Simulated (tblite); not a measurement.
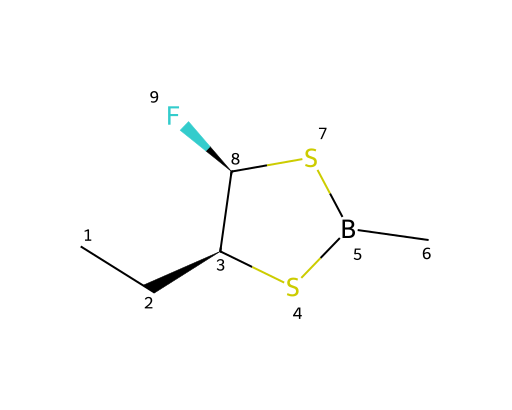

Skeletal drawing with numbered atoms; wedges and dashes mark any stereocentres. The configuration is that of a computed structure (GFN2-xTB).

Q: What are the Cahn–Ingold–Prelog descriptors?

A: C3: S; C8: S.

Q: Write the isomeric SMILES.

A: CC[C@@H]1SB(C)S[C@@H]1F
